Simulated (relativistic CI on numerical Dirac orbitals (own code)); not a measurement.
K⁶⁺: relativistic CI calculation

- system: K⁶⁺.
- method: Dirac-Coulomb-Breit CI, KLI orbitals optimised for each configuration, model QED (radiative potential, 1s self-energy scaled to tabulated hydrogen-like ionisation energies), configuration energies shifted to the measured levels that pair with them (semi-empirical) (relativistic CI on numerical Dirac orbitals, in-house)

## Input file
```
atom K  Z=19  charge=6  electrons=13
nucleus A=39  rms_radius_fm=3.4349
hamiltonian dirac-coulomb  breit=on  qed=on  c_scale=1
orbitals kli  potential=per-configuration
slater_scale 1
correlation fit
mixing on
configurations
  [Ne] 3s2 3p
  [Ne] 3s 3p2
  [Ne] 3s2 3d
  [Ne] 3p3
  [Ne] 3s 3p 3d
  [Ne] 3s2 4s
  [Ne] 3p2 3d
  [Ne] 3s 3p 4s
  [Ne] 3s2 4d
  [Ne] 3s 3d2
  [Ne] 3s2 4f
  [Ne] 3p 3d2
  [Ne] 3s2 4p
  [Ne] 3s2 5s
  [Ne] 3s 3p 4p
  [Ne] 3s2 5p
  [Ne] 3s2 5d
  [Ne] 3s 3p 4d
  [Ne] 3s2 5f
  [Ne] 3s2 5g
  [Ne] 3s 3p 4f
  [Ne] 3p2 4s
  [Ne] 3s 3p 5s
  [Ne] 3p2 4p
  [Ne] 3s 3d 4s
  [Ne] 3s 3p 5p
  [Ne] 3s 3p 5d
  [Ne] 3s 3p 5f
  [Ne] 3s 3d 4p
  [Ne] 3s 3p 5g
end
```

Hardware: 1 thread of Arm Neoverse V1, 24 GiB of memory available, shared host.

Launched within a batch (the task file carries these settings):
```bash
python <driver script> task.json out
```

The program writes its results to a structured record and prints no log; tables and figures of this report are taken from that record.

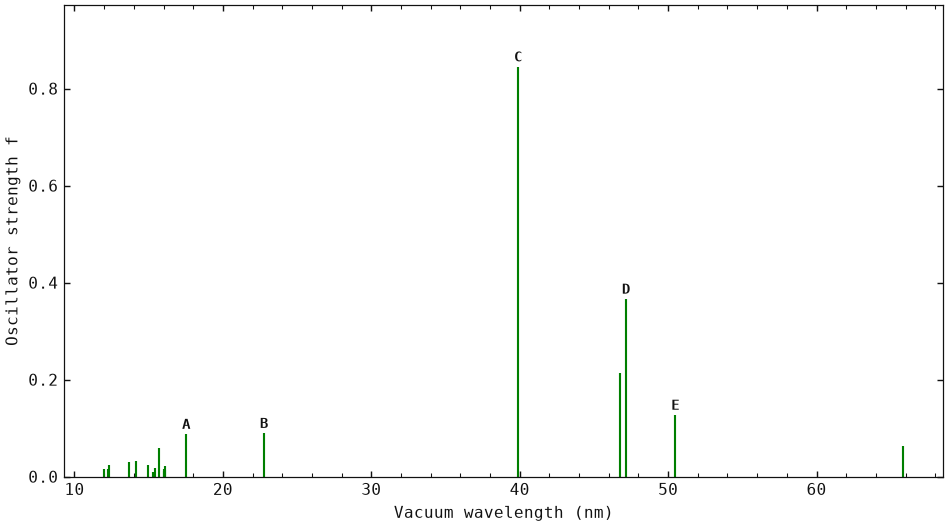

*Absorption lines from the lowest level (oscillator strengths f) for K⁶⁺.*

A: 3s² 4d ²D₃/₂ ← 3s² 3p ²P°₁/₂, 17.52 nm, f = 0.088; B: 3s² 4s ²S₁/₂ ← 3s² 3p ²P°₁/₂, 22.76 nm, f = 0.090; C: 3s² 3d ²D₃/₂ ← 3s² 3p ²P°₁/₂, 39.89 nm, f = 0.85; D: 3s 3p² ²P₁/₂ ← 3s² 3p ²P°₁/₂, 47.15 nm, f = 0.37; E: 3s 3p² ²S₁/₂ ← 3s² 3p ²P°₁/₂, 50.48 nm, f = 0.13. The strongest, C, lies in the extreme ultraviolet region.

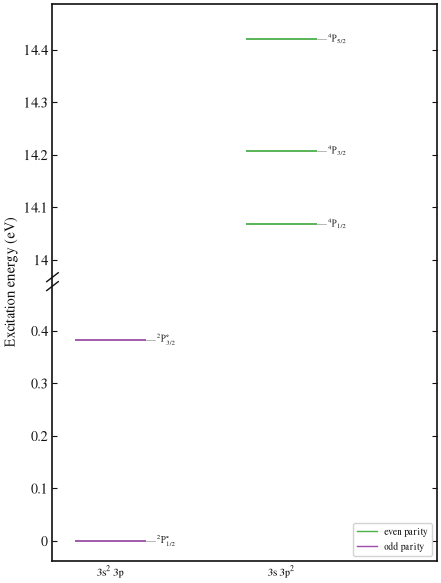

*Level diagram of K⁶⁺.*

The lowest level is 3s² 3p ²P°₁/₂. The first excited level, 3s² 3p ²P°₃/₂, lies at 0.383 eV. The lowest level of opposite parity, 3s 3p² ⁴P₁/₂, is at 14.1 eV. The levels are close to LS coupling (mean leading weight 98 % in LS and 78 % in jj).

| Configuration | Level | E (eV) | LS purity (%) |
| --- | --- | --- | --- |
| 3s² 3p | ²P°₁/₂ | 0 | 96 |
| 3s² 3p | ²P°₃/₂ | 0.3832 | 96 |
| 3s 3p² | ⁴P₁/₂ | 14.07 | 99 |
| 3s 3p² | ⁴P₃/₂ | 14.21 | 99 |
| 3s 3p² | ⁴P₅/₂ | 14.42 | 99 |

## Key numbers

- outcome: converged
- lowest level: 3s² 3p ²P°₁/₂
- first excited level: 3s² 3p ²P°₃/₂, 3,090 cm⁻¹
- levels computed: 373
- SCF iterations: 244
- wall time: 2.7 s

## Notes

Caveats: shifts are fitted to measured levels, configurations with none paired borrow a shift and can be misplaced by tens of thousands of cm⁻¹; one shift a configuration: terms inside it, and wavelengths, can be off by thousands of cm⁻¹; only a limited list of configurations is included, so lower levels can be missing; only lines among the lowest 364 of 373 levels are drawn.
